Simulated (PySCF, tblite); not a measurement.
# C₅H₅O₂−: a rotation path, then NMR shifts on frames, part 2 of 2

tblite 0.8.0 and PySCF 2.14.0. Atoms count from 0.

**5. Nuclear shieldings: image 4, PBE0/pcSseg-1**

The job: settings as JSON, then the geometry in Å.

```
{"job": {"kind": "nmr", "xc": "PBE0", "basis": "pcSseg-1", "pop": false}, "charge": -1, "multiplicity": 1}
C     -1.458900    -0.941800     0.995000
C     -0.717300    -0.123900     0.283800
C     -0.199100     1.244600     0.138400
C      0.212400     0.116900    -0.793000
C      1.728000    -0.390100    -0.702300
O      2.514500     0.327400    -1.326500
O      1.921600    -1.408300    -0.040000
H     -1.559400    -1.983900     0.735300
H     -1.981800    -0.617300     1.884800
H     -0.867400     2.023800    -0.220800
H      0.542100     1.607300     0.840900
H     -0.133500     0.144600    -1.821500
```

Method: GIAO PBE0/pcSseg-1 NMR shielding, non-relativistic, gas phase.

Output:

```text
coarse grid: 10704 points
cycle   1  E = -343.2591134504  dE =  1.263e+00  |g| = 1.078e+00  |ddm| = 3.295e+00
cycle   2  E = -342.9240296051  dE =  3.351e-01  |g| = 1.733e+00  |ddm| = 3.254e+00
cycle   3  E = -343.4778946259  dE = -5.539e-01  |g| = 1.833e-01  |ddm| = 2.383e+00
cycle   4  E = -343.4853459343  dE = -7.451e-03  |g| = 7.347e-02  |ddm| = 2.798e-01
cycle   5  E = -343.4862471572  dE = -9.012e-04  |g| = 4.281e-02  |ddm| = 9.081e-02
cycle   6  E = -343.4866007886  dE = -3.536e-04  |g| = 7.988e-03  |ddm| = 3.559e-02
cycle   7  E = -343.4866095735  dE = -8.785e-06  |g| = 4.050e-03  |ddm| = 8.888e-03
cycle   8  E = -343.4866131921  dE = -3.619e-06  |g| = 7.757e-04  |ddm| = 3.611e-03
final grid: 105320 points
cycle   9  E = -343.5495607346  dE = -1.280e-05  |g| = 1.161e-02  |ddm| = 2.574e-02
cycle  10  E = -343.5495237398  dE =  3.699e-05  |g| = 1.828e-02  |ddm| = 2.746e-02
cycle  11  E = -343.5495864171  dE = -6.268e-05  |g| = 1.620e-03  |ddm| = 1.751e-02
cycle  12  E = -343.5495869618  dE = -5.447e-07  |g| = 3.343e-04  |ddm| = 1.366e-03
cycle  13  E = -343.5495869770  dE = -1.523e-08  |g| = 1.754e-04  |ddm| = 3.811e-04
cycle  14  E = -343.5495869827  dE = -5.702e-09  |g| = 5.104e-05  |ddm| = 1.891e-04
cycle  15  E = -343.5495869833  dE = -5.940e-10  |g| = 1.186e-05  |ddm| = 6.076e-05
converged SCF energy = -343.5495869833

GIAO shielding tensors (ppm)
atom      isotropic    diamagn.    paramagn.     s11        s22        s33       span
  0 C       90.749     256.553    -165.804      0.659    108.727    162.860    162.201
  1 C       36.432     261.594    -225.162    -66.637    -19.842    195.777    262.414
  2 C      175.815     252.922     -77.107    151.703    161.043    214.699     62.995
  3 C      155.510     251.396     -95.887    105.269    161.457    199.803     94.534
  4 C       20.774     241.461    -220.687    -72.401     50.431     84.293    156.694
  5 O       10.323     404.909    -394.586   -163.742     -6.542    201.254    364.996
  6 O       -6.997     406.552    -413.549   -189.893    -46.037    214.938    404.831
  7 H       26.653      32.001      -5.349     24.298     24.825     30.835      6.538
  8 H       26.882      30.932      -4.050     24.869     24.908     30.871      6.002
  9 H       31.054      31.672      -0.617     26.372     27.268     39.522     13.150
 10 H       30.974      31.768      -0.794     26.401     28.376     38.144     11.743
 11 H       29.702      32.227      -2.525     26.119     27.602     35.385      9.266
```

Wall time 11 s (1 thread of Arm Neoverse V1, shared host); peak memory 0.83 GiB.

In short: δ C4 166.2, C1 150.5, C0 96.2, C3 31.4, H7 5.06, H8 4.83 ppm.

**6. NMR shieldings: image 6, PBE0/pcSseg-1**

The job: settings as JSON, then the geometry in Å.

```
{"job": {"kind": "nmr", "xc": "PBE0", "basis": "pcSseg-1", "pop": false}, "charge": -1, "multiplicity": 1}
C     -1.422600    -0.895700     1.070400
C     -0.696700    -0.109000     0.307000
C     -0.221700     1.258500     0.051400
C      0.199600     0.081900    -0.805800
C      1.720500    -0.405100    -0.686800
O      2.535700     0.508800    -0.552200
O      1.877000    -1.623600    -0.762200
H     -1.504400    -1.954100     0.877600
H     -1.953100    -0.523500     1.936200
H     -0.922000     1.999800    -0.324900
H      0.550900     1.674900     0.687300
H     -0.162000    -0.013600    -1.824100
```

With the program's defaults for keys left out, this is: GIAO PBE0/pcSseg-1 NMR shielding, non-relativistic, gas phase.

Output:

```text
coarse grid: 10704 points
cycle   1  E = -343.2632725598  dE =  1.266e+00  |g| = 1.074e+00  |ddm| = 3.283e+00
cycle   2  E = -342.9204783272  dE =  3.428e-01  |g| = 1.737e+00  |ddm| = 3.000e+00
cycle   3  E = -343.4803735277  dE = -5.599e-01  |g| = 1.848e-01  |ddm| = 2.191e+00
cycle   4  E = -343.4878932449  dE = -7.520e-03  |g| = 7.433e-02  |ddm| = 2.518e-01
cycle   5  E = -343.4888119793  dE = -9.187e-04  |g| = 4.288e-02  |ddm| = 8.776e-02
cycle   6  E = -343.4891642199  dE = -3.522e-04  |g| = 8.139e-03  |ddm| = 3.503e-02
cycle   7  E = -343.4891734156  dE = -9.196e-06  |g| = 4.065e-03  |ddm| = 8.804e-03
cycle   8  E = -343.4891770809  dE = -3.665e-06  |g| = 7.534e-04  |ddm| = 3.600e-03
final grid: 105320 points
cycle   9  E = -343.5525375302  dE = -1.401e-05  |g| = 1.156e-02  |ddm| = 2.511e-02
cycle  10  E = -343.5525009617  dE =  3.657e-05  |g| = 1.818e-02  |ddm| = 2.430e-02
cycle  11  E = -343.5525631345  dE = -6.217e-05  |g| = 1.397e-03  |ddm| = 1.517e-02
cycle  12  E = -343.5525635541  dE = -4.196e-07  |g| = 2.490e-04  |ddm| = 1.171e-03
cycle  13  E = -343.5525635631  dE = -8.976e-09  |g| = 1.641e-04  |ddm| = 3.486e-04
cycle  14  E = -343.5525635685  dE = -5.405e-09  |g| = 4.526e-05  |ddm| = 1.586e-04
cycle  15  E = -343.5525635689  dE = -3.922e-10  |g| = 1.391e-05  |ddm| = 5.213e-05
converged SCF energy = -343.5525635689

GIAO shielding tensors (ppm)
atom      isotropic    diamagn.    paramagn.     s11        s22        s33       span
  0 C       94.771     257.203    -162.432      5.753    115.217    163.342    157.589
  1 C       37.846     260.451    -222.605    -65.680    -14.101    193.320    259.001
  2 C      175.378     253.838     -78.460    150.510    160.014    215.609     65.099
  3 C      153.741     252.351     -98.610    117.890    145.176    198.157     80.266
  4 C       21.901     241.959    -220.059    -72.200     50.258     87.643    159.843
  5 O       15.073     404.934    -389.861   -173.947    -10.764    229.929    403.876
  6 O        2.285     405.786    -403.502   -194.213    -28.076    229.142    423.355
  7 H       26.726      32.202      -5.476     24.143     25.164     30.871      6.728
  8 H       27.071      31.127      -4.056     24.846     25.106     31.262      6.415
  9 H       31.248      31.865      -0.617     26.386     27.611     39.748     13.362
 10 H       30.751      31.731      -0.980     26.319     28.089     37.844     11.525
 11 H       29.605      32.043      -2.438     25.932     27.560     35.324      9.391
```

Wall time 11 s (1 thread of Arm Neoverse V1, shared host); peak memory 0.71 GiB.

This run: δ C4 165.0, C1 149.1, C0 92.2, C3 33.2, H7 4.99, H8 4.65 ppm.

**7. Shielding tensors: image 8, PBE0/pcSseg-1**

The job: settings as JSON, then the geometry in Å.

```
{"job": {"kind": "nmr", "xc": "PBE0", "basis": "pcSseg-1", "pop": false}, "charge": -1, "multiplicity": 1}
C     -1.392500    -0.838300     1.145600
C     -0.687700    -0.092300     0.323900
C     -0.243000     1.257700    -0.030800
C      0.193600     0.036300    -0.816600
C      1.711900    -0.421400    -0.679800
O      2.382600     0.206600     0.141700
O      2.024700    -1.346000    -1.434800
H     -1.447300    -1.910400     1.031800
H     -1.933600    -0.415300     1.981500
H     -0.953700     1.965700    -0.446800
H      0.539800     1.706100     0.570500
H     -0.193500    -0.149400    -1.812300
```

With the program's defaults for keys left out, this is: GIAO PBE0/pcSseg-1 NMR shielding, non-relativistic, gas phase.

Output:

```text
coarse grid: 10704 points
cycle   1  E = -343.2678689220  dE =  1.268e+00  |g| = 1.074e+00  |ddm| = 3.287e+00
cycle   2  E = -342.9039640224  dE =  3.639e-01  |g| = 1.760e+00  |ddm| = 3.441e+00
cycle   3  E = -343.4851426884  dE = -5.812e-01  |g| = 1.785e-01  |ddm| = 2.628e+00
cycle   4  E = -343.4922802473  dE = -7.138e-03  |g| = 6.938e-02  |ddm| = 2.702e-01
cycle   5  E = -343.4933199425  dE = -1.040e-03  |g| = 2.898e-02  |ddm| = 8.205e-02
cycle   6  E = -343.4935108706  dE = -1.909e-04  |g| = 6.240e-03  |ddm| = 2.486e-02
cycle   7  E = -343.4935201260  dE = -9.255e-06  |g| = 1.707e-03  |ddm| = 6.842e-03
final grid: 105320 points
cycle   8  E = -343.5568457912  dE = -1.296e-05  |g| = 1.194e-02  |ddm| = 2.931e-02
cycle   9  E = -343.5568038689  dE =  4.192e-05  |g| = 1.914e-02  |ddm| = 2.895e-02
cycle  10  E = -343.5568729654  dE = -6.910e-05  |g| = 1.904e-03  |ddm| = 1.869e-02
cycle  11  E = -343.5568737109  dE = -7.455e-07  |g| = 4.032e-04  |ddm| = 1.763e-03
cycle  12  E = -343.5568737360  dE = -2.502e-08  |g| = 1.522e-04  |ddm| = 4.185e-04
cycle  13  E = -343.5568737404  dE = -4.410e-09  |g| = 5.000e-05  |ddm| = 1.794e-04
cycle  14  E = -343.5568737409  dE = -5.790e-10  |g| = 1.176e-05  |ddm| = 5.941e-05
converged SCF energy = -343.5568737409

GIAO shielding tensors (ppm)
atom      isotropic    diamagn.    paramagn.     s11        s22        s33       span
  0 C       93.873     256.718    -162.845      3.111    115.865    162.644    159.533
  1 C       36.534     260.592    -224.058    -65.907    -20.823    196.333    262.240
  2 C      176.853     254.119     -77.266    153.696    159.757    217.107     63.411
  3 C      155.640     251.339     -95.699    124.959    132.434    209.525     84.566
  4 C       22.244     241.127    -218.883    -70.467     55.820     81.380    151.846
  5 O       33.894     406.747    -372.853   -174.576     -2.555    278.812    453.388
  6 O       -4.106     404.771    -408.877   -208.969    -19.470    216.123    425.092
  7 H       26.795      32.097      -5.302     24.313     25.019     31.053      6.741
  8 H       26.962      30.942      -3.980     24.575     25.088     31.223      6.649
  9 H       31.337      31.689      -0.352     26.276     27.676     40.060     13.784
 10 H       30.373      31.306      -0.933     25.570     27.551     37.999     12.429
 11 H       29.747      32.947      -3.200     24.892     28.236     36.113     11.221
```

Run time: 11 s. Hardware: 1 thread of Arm Neoverse V1, shared host; peak memory 0.77 GiB.

This run: δ C4 164.7, C1 150.4, C0 93.1, C3 31.3, H7 4.92, H8 4.76 ppm.

**8. Run by run: NMR shifts**

Shifts (ppm) of some atoms, chosen among heavy atoms and hydrogens apart, with basis size and wall time:

| frame | C4 | C0 | C3 | H8 | H10 | O5 | O6 | functions | time |
| --- | --- | --- | --- | --- | --- | --- | --- | --- | --- |
| image 0 | 164.7 | 93.0 | 31.3 | 4.76 | 1.36 | 340.6 | 302.2 | 144 | 16 s |
| image 2 | 168.5 | 97.4 | 30.6 | 4.96 | 0.96 | 363.7 | 303.5 | 144 | 11 s |
| image 4 | 166.2 | 96.2 | 31.4 | 4.83 | 0.74 | 325.8 | 343.1 | 144 | 11 s |
| image 6 | 165.0 | 92.2 | 33.2 | 4.65 | 0.97 | 321.0 | 333.8 | 144 | 11 s |
| image 8 | 164.7 | 93.1 | 31.3 | 4.76 | 1.34 | 302.2 | 340.2 | 144 | 11 s |

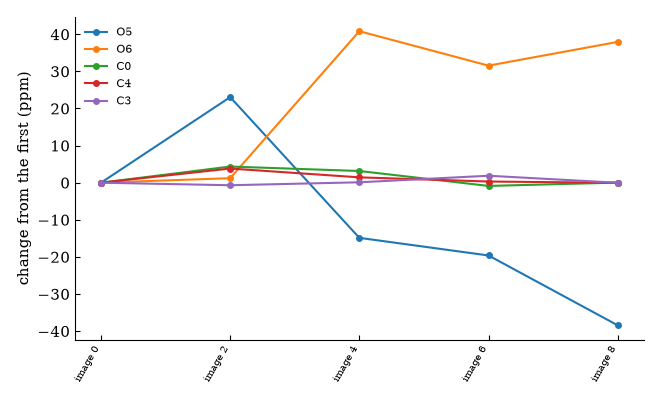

How five of the tabulated atoms move from run to run.

**9. What came out**

What follows sums up all 2 parts.

| quantity | value |
| --- | --- |
| barrier | 0.115 eV (2.7 kcal/mol) at image 4 |
| end to end (GFN2-xTB) | 0.000 eV |
| ¹³C shifts against TMS (PBE0/pcSseg-1, image 0) | 164.7, 150.4, 93.0, 31.3, 10.1 ppm |
| ¹H shifts against TMS (PBE0/pcSseg-1, image 0) | 4.92, 4.76, 1.96, 1.36, 0.38 ppm |
| ¹⁷O shifts against H2O (PBE0/pcSseg-1, image 0) | 340.6, 302.2 ppm |
| range of the shift of O5 | 302.2 to 363.7 ppm |

**Reading.** Along the band the dihedral turns by 181°, and the top (dihedral 30°) lies 2.7 kcal/mol above the start (GFN2-xTB, rough), so at room temperature this motion is fast. The top was not checked by a frequency run. Shifts at one fixed geometry are not the observed spectrum, which averages over the motion. In the first frame run (image 0): The largest span, 454 ppm, is at O6, where the paramagnetic term is -373 ppm. Across the 5 runs the shift of O5 moves most, between 302.2 (image 8) and 363.7 ppm (image 2).
